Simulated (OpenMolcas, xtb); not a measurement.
How methods differ on C2H2Cl2Si (SMILES C#C[SiH](Cl)Cl)

The species is C2H2Cl2Si (7 atoms), meant as a singlet with charge 0. SMILES: `C#C[SiH](Cl)Cl`. Geometry: relaxed at PBE0-D4/def2-TZVP.

```xyz
7

C     0.2221   -0.6693    1.8816
C     0.1277   -0.2852    0.7432
Si    0.0127    0.2827   -0.9689
Cl   -1.5106   -0.6984   -1.8992
Cl   -0.3537    2.2862   -0.9869
H     0.3025   -1.0082    2.8895
H     1.2607    0.0240   -1.7051
```

Quantity: the dipole moment, in D. The values are calculated.

```json
{"level": "GFN2-xTB", "kind": "semi-empirical", "program": "xtb", "value (D)": "2.04", "CPU time": "under 2 s"}
{"level": "HF/def2-SVP", "kind": "Hartree–Fock", "program": "OpenMolcas", "value (D)": "2.19", "CPU time": "8.7 s"}
{"level": "SVWN5/def2-SVP", "kind": "LDA", "program": "OpenMolcas", "value (D)": "1.69", "CPU time": "17 s"}
{"level": "PBE/def2-SVP", "kind": "GGA", "program": "OpenMolcas", "value (D)": "1.71", "CPU time": "24 s"}
{"level": "TPSS/def2-SVP", "kind": "meta-GGA", "program": "OpenMolcas", "value (D)": "1.84", "CPU time": "31 s"}
{"level": "M06-2X/def2-SVP", "kind": "hybrid meta-GGA", "program": "OpenMolcas", "value (D)": "1.95", "CPU time": "26 s"}
{"level": "PBE0/def2-SVP", "kind": "global hybrid", "program": "OpenMolcas", "value (D)": "1.89", "CPU time": "24 s"}
```

The values span 1.69 to 2.19 D. Magnitudes only. CPU times are rough (shared hosts, several kinds of processor): they show what a rung costs within a factor of a few.

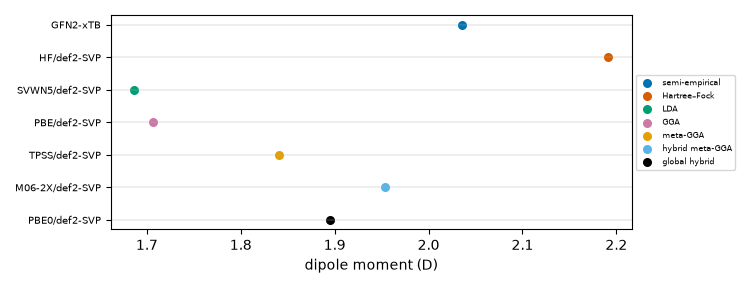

The values of the table, level by level.
